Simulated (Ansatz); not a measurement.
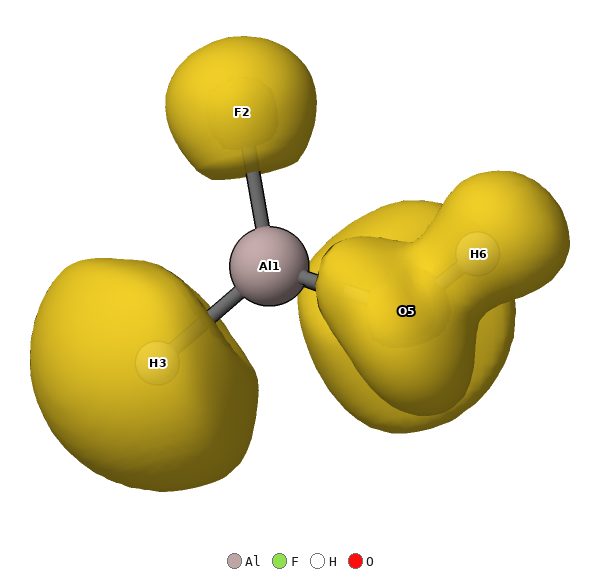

AlFH₃O (doublet). Isosurface of the electron localisation function at 0.75 (yellow), seen at a tilt. Only the valence region is drawn (cores and ρ < 0.01 e/Å³ removed).

All numbers below come from UKS B3LYP/def2-SVP (Ansatz 0.2.0).

Input

```
crystal:
  periodic: [false, false, false]
  atoms:
    - { symbol: Al, position_ang: [0.304621, -0.170039, 0.800768] }
    - { symbol: F, position_ang: [0.193644, -1.748816, 1.345679] }
    - { symbol: H, position_ang: [1.327649, 0.42306, -0.226981] }
    - { symbol: H, position_ang: [-1.346372, 0.442784, 0.616634] }
    - { symbol: O, position_ang: [-0.278968, 0.484022, 2.31479] }
    - { symbol: H, position_ang: [-0.714974, -0.23211, 2.806212] }
magnetization:
  spin_polarized: true
  initial_magnetization: 1
basis:
  gaussian: { orbitals: def2-SVP }
hamiltonian:
  xc: b3lyp
relax:
  f_tol: 0.03
  max_steps: 50
output:
  orbitals: {}
```

Run with:

```sh
ansatz run input.yaml --threads 1 --pin off --max-ram 2048MiB --backend cpu --events-out ev --progress --plain --runs-dir out
```

The fields are those of the run's last geometry, not of the input's.

Q: What do the ELF domains correspond to?

A: At this value the surface marks out two regions around hydrogen nuclei, one region wrapped around F (its valence shell) and one joined region spread over several atoms (H, O), in which their bonds and any lone pairs are merged.

Values along the shortest contacts:
Al–F (1.67 Å): the ELF peaks at about 0.85 in the valence shell of F, 0.6 Å from its nucleus, and is about 0.20 at the midpoint. Al–O (1.75 Å): the ELF peaks at about 0.90 in the valence shell of O, 0.6 Å from its nucleus, and is about 0.40 at the midpoint.
